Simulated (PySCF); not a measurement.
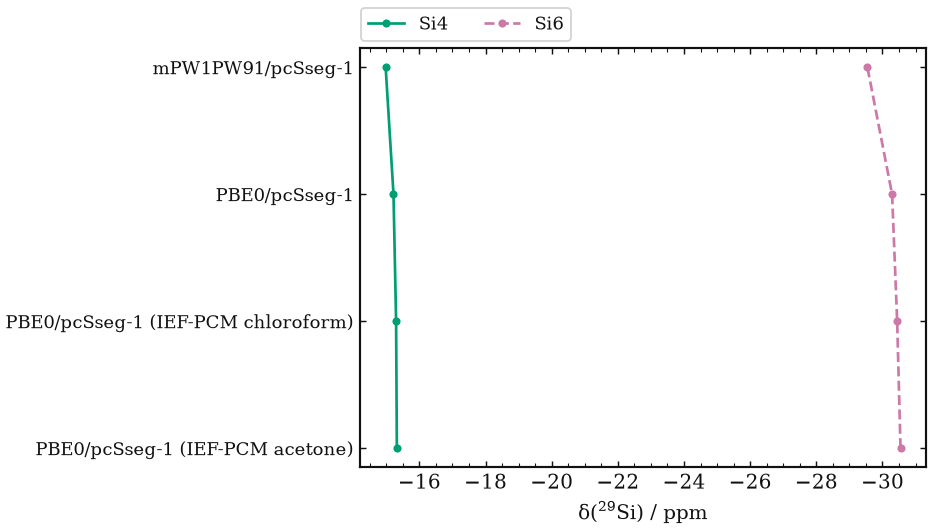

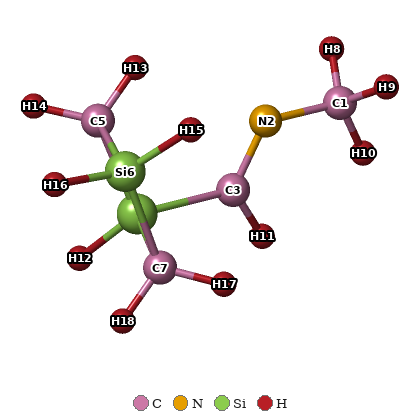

GIAO ²⁹Si shifts of C₄H₁₁NSi₂, SMILES C/N=C/[SiH]1C[SiH2]C1 at several levels, one geometry, PySCF 2.14.0, at a PBE0-D3(BJ)/def2-SVP geometry (no frequency check); values of one conformer, averaged over nuclei that symmetry, rotation about single bonds, ring flips or inversion at nitrogen exchange, these motions taken as fast; other conformers aren't averaged in; each against TMS at the same level.

**Which of the plotted signals depends most on the level, and by how much?**

That of Si6: from −30.5 ppm (PBE0/pcSseg-1 (IEF-PCM acetone)) to −29.5 ppm (mPW1PW91/pcSseg-1), a spread of 1.0 ppm. The steadiest, Si4, moves by 0.3 ppm.

**Do all levels give the signals in the same order?**

Yes, the order of the signals is the same at every level.
